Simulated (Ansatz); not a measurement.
# BCCD(T)/STO-3G run of [BH2F2]− (SMILES F[BH2-]F)

Aim: the energy change on altering one bond length of [BH2F2]− at BCCD(T)/STO-3G, from 2 runs. 

The calculation is run with Ansatz 0.2.0.

2 further runs of the same task are left out: 1 that didn't finish, 1 set aside as unsound or not needed.

## Step 1: The system as given

[BH2F2]−: 5 atoms, total charge -1, spin state singlet. As SMILES, `F[BH2-]F`. The coordinates come from a GFN2-xTB relaxation.

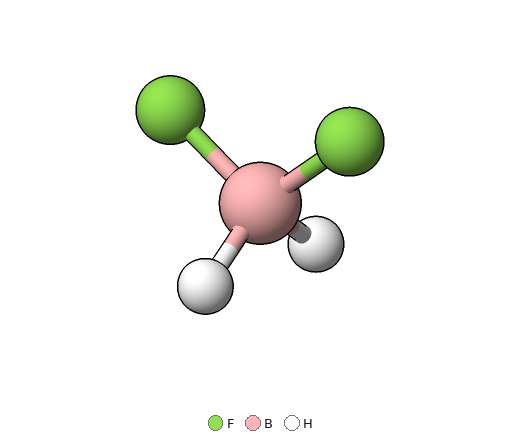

The structure, seen from a chosen angle (fluorine green, boron pink, hydrogen white).

## Step 2: The energy at BCCD(T)/STO-3G

Contents of molecule.yaml:

```yaml
crystal:
  periodic: [false, false, false]
  atoms:
    - symbol: F
      position_ang: [-1.176970, 0.624500, 0.383180]
    - symbol: B
      position_ang: [0.033530, 0.014270, -0.056090]
    - symbol: F
      position_ang: [0.407580, -0.947330, 0.926670]
    - symbol: H
      position_ang: [-0.171950, -0.560090, -1.118950]
    - symbol: H
      position_ang: [0.907810, 0.868650, -0.134810]
basis:
  gaussian:
    orbitals: STO-3G
total_charge: -1
correlation:
  method: bccd_t
  frozen_orbitals: {B: 1, F: 1, H: 0}
accuracy: high
scf:
  omitted_lower_state_checks: [cluster_reference, increment]
```

Run with:

```sh
$ ansatz run molecule.yaml --threads 1 --pin off --max-ram 2610MiB --events-out events.jsonl --progress --plain --runs-dir runs
```

Output, cut to the lines that bear on the results:

```text
Warning: RAYON_NUM_THREADS=1 ignored (pool sized by the plan → 1); use --threads N
Functional definition: HF
  name "HF"
[...]
297 factors; integrals over basis functions are off by at most 3.2e-8 eV
[...]
mean field -6028.91689657 eV, -221.5586094023 hartree, gradient 1.2e-8 eV, S^2 0.000000; 0 other end points of the search recorded, 0 dependent functions left out
3 core orbitals not correlated: weight in the atoms' cores, before any rotation towards them, 1.000 or more for the frozen orbitals, at most 0.000 for the correlated occupied ones
reference -6028.91689657 eV, -221.5586094023 hartree; 10, 10 occupied and 4, 4 virtual orbitals, 297 factors
second order -1.70045680 eV of doubles, -0.00000000 eV of singles
cycle   1  -2.02788821 eV  change   -3.3e-1 eV  update   5.2e-2
[...]
cycle  16  -2.20479445 eV  change  -3.9e-10 eV  update  9.9e-10
perturbative correction -0.06961755 eV, -0.0025583977 hartree
Total energy: -6031.19130857 eV, -221.6421925016 hartree
Checks for a lower state left out: cluster_reference, increment
```

It took 0.18 s on 1 thread of Arm Neoverse V1, shared host.

## Step 3: The distorted shape, same level

Contents of input.yaml:

```yaml
crystal:
  periodic: [false, false, false]
  atoms:
    - {symbol: F, position_ang: [-1.125607, 0.768071, 0.648860]}
    - {symbol: B, position_ang: [0.084893, 0.157841, 0.209590]}
    - {symbol: F, position_ang: [0.458943, -0.803759, 1.192350]}
    - {symbol: H, position_ang: [-0.171950, -0.560090, -1.118950]}
    - {symbol: H, position_ang: [0.959173, 1.012221, 0.130870]}
basis:
  gaussian: {orbitals: STO-3G}
accuracy: high
correlation: {method: bccd_t, frozen_orbitals: {B: 1, F: 1, H: 0}}
scf: {omitted_lower_state_checks: [cluster_reference, increment]}
total_charge: -1
```

Run with:

```sh
$ ansatz run input.yaml --threads 1 --pin off --max-ram 2610MiB --events-out events.jsonl --progress --plain --runs-dir runs
```

Output, cut to the lines that bear on the results:

```text
Warning: RAYON_NUM_THREADS=1 ignored (pool sized by the plan → 1); use --threads N
[... 2 set-up lines as earlier in the session ...]
[...]
297 factors; integrals over basis functions are off by at most 3.7e-8 eV
[...]
mean field -6027.90921473 eV, -221.5215777775 hartree, gradient 2.2e-8 eV, S^2 0.000000; 0 other end points of the search recorded, 0 dependent functions left out
3 core orbitals not correlated: weight in the atoms' cores, before any rotation towards them, 1.000 or more for the frozen orbitals, at most 0.000 for the correlated occupied ones
reference -6027.90921473 eV, -221.5215777775 hartree; 10, 10 occupied and 4, 4 virtual orbitals, 297 factors
second order -1.90971704 eV of doubles, -0.00000000 eV of singles
cycle   1  -2.27684019 eV  change   -3.7e-1 eV  update   6.1e-2
[...]
cycle  18  -2.49152498 eV  change   1.1e-10 eV  update  3.6e-10
perturbative correction -0.08860017 eV, -0.0032559964 hartree
Total energy: -6030.48933988 eV, -221.6163956281 hartree
Checks for a lower state left out: cluster_reference, increment
```

Wall time 0.18 s (1 thread of Arm Neoverse V1, shared host).

## Step 4: Results

Level: BCCD(T)/STO-3G, 3 core orbitals frozen.

| quantity | value |
| --- | --- |
| first shape: total energy | -221.64219 Eh |
| first shape: correlation energy (3 core orbitals frozen) | -83.6 mEh |
| first shape: (T) correction | -2.56 mEh |
| distorted shape: total energy | -221.61640 Eh |
| distorted shape: correlation energy (3 core orbitals frozen) | -94.8 mEh |
| distorted shape: (T) correction | -3.26 mEh |
| energy change with the B2–H4 bond stretched from 1.225 to 1.532 Å | 0.702 eV |

**Reading.** With the B2–H4 bond stretched from 1.225 to 1.532 Å the energy rises by 0.70 eV (16.2 kcal/mol). The first shape isn't relaxed at this level, so the change isn't measured from a minimum. The minimal basis adds a large error of its own. The triples (first shape) make up 3.1 % of the correlation energy. The triples (distorted shape) make up 3.4 % of the correlation energy.
